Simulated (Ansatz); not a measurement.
The relaxed structure here is a generated cell of SnSe: the first start was made by a random draw of sites in a space group, and the end was not matched to a known phase here, so it may be hypothetical. Known forms of SnSe include space group No. 62.

One stationary structure of SnSe. Space group I4mm (No. 107). These are PBE (plane waves to 420 eV, PAW, scalar-relativistic; Ansatz, a program for electronic structure) values and carry that method's errors.

```cif
data_Se2Sn2
_chemical_formula_sum 'Se2 Sn2'
_space_group_name_H-M_alt 'I4mm'
_space_group_IT_number 107
_space_group_name_Hall 'I 4 -2'
_cell_length_a 4.28709
_cell_length_b 4.28709
_cell_length_c 6.08541
_cell_angle_alpha 90.000
_cell_angle_beta 90.000
_cell_angle_gamma 90.000
loop_
_atom_site_label
_atom_site_type_symbol
_atom_site_symmetry_multiplicity
_atom_site_Wyckoff_symbol
_atom_site_fract_x
_atom_site_fract_y
_atom_site_fract_z
_atom_site_occupancy
Se1 Se 2 a 0.00000 0.00000 0.71009 1
Sn1 Sn 2 a 0.00000 0.00000 0.23117 1
```
(The calculation used a cell of 2 atoms; values per cell refer to that cell.)

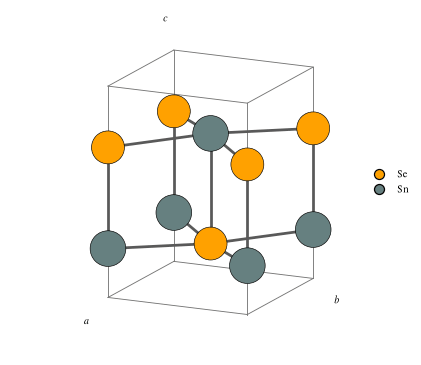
Figure: The conventional cell of the relaxed structure

| Quantity | Value |
|---|---|
| Volume per atom | 27.96 Å³ |
| Density | 5.87 g/cm³ |
| Band gap | 0.27 eV, direct at 89 % of the way from P to N (no spin-orbit coupling) |
| Shortest distances | Se–Sn 2.91 Å |
| k-mesh | 11×11×11 |

No spin polarisation in the result.

The run could not lose the symmetry of its start, so the end can be a saddle point.
